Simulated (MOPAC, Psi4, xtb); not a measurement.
Interaction energy of C2H4 ··· CH4O (SMILES C=C and CO). Monomers: optimised at B3LYP-D3(BJ) (def2-TZVP), held rigid. Orientation: lowest of the rigid-body minima from ten starts at GFN2-xTB. R is the distance of the centres of mass, along which the second monomer moves.

Geometry at R = 3.46 Å (first 6 atoms: monomer A):
```
12

C      0.6447    -0.1129     0.1012
C     -0.6447     0.1129    -0.1012
H      1.0175    -1.0974     0.3567
H      1.3812     0.6774     0.0197
H     -1.3811    -0.6774    -0.0196
H     -1.0175     1.0974    -0.3567
C      0.5000    -0.9896    -3.6087
O      0.0251    -1.9729    -2.6999
H     -0.1582    -0.1147    -3.6528
H      1.5151    -0.6568    -3.3648
H      0.5189    -1.4543    -4.5935
H     -0.0029    -1.5900    -1.8177
```

Levels of theory: PBE-D3(BJ)/def2-TZVP, counterpoise-corrected (Psi4); revPBE/def2-TZVP, counterpoise-corrected (Psi4); SAPT0/jun-cc-pVDZ, frozen core (Psi4); PM3, restricted, heats of formation (MOPAC); GFN1-xTB (xtb).

Interaction energies in kcal/mol (negative: bound); R is the distance of the centres of mass, d the H5···H12 distance.

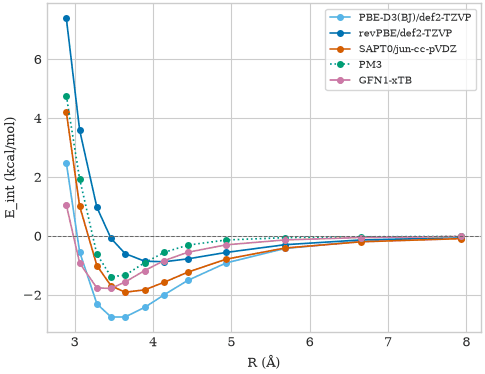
Interaction energy against separation.

```tsv
R / Å	d / Å	PBE-D3(BJ)/def2-TZVP	revPBE/def2-TZVP	SAPT0/jun-cc-pVDZ	PM3	GFN1-xTB
2.89	1.97	2.48	7.39	4.21	4.76	1.05
3.06	2.11	-0.55	3.59	1.01	1.94	-0.92
3.28	2.29	-2.30	0.97	-1.01	-0.62	-1.76
3.46	2.44	-2.75	-0.08	-1.69	-1.38	-1.78
3.64	2.60	-2.75	-0.60	-1.91	-1.33	-1.56
3.89	2.82	-2.42	-0.86	-1.83	-0.91	-1.17
4.14	3.05	-1.99	-0.87	-1.57	-0.56	-0.84
4.44	3.33	-1.51	-0.78	-1.23	-0.31	-0.55
4.93	3.79	-0.92	-0.56	-0.79	-0.14	-0.30
5.68	4.50	-0.43	-0.30	-0.41	-0.06	-0.14
6.65	5.44	-0.18	-0.13	-0.20	-0.03	-0.05
7.93	6.70	-0.08	-0.06	-0.09	-0.01	-0.02
```

Lowest grid point: PBE-D3(BJ)/def2-TZVP -2.75 kcal/mol at R = 3.46 Å; revPBE/def2-TZVP -0.87 kcal/mol at R = 4.14 Å; SAPT0/jun-cc-pVDZ -1.91 kcal/mol at R = 3.64 Å; PM3 -1.38 kcal/mol at R = 3.46 Å; GFN1-xTB -1.78 kcal/mol at R = 3.46 Å.
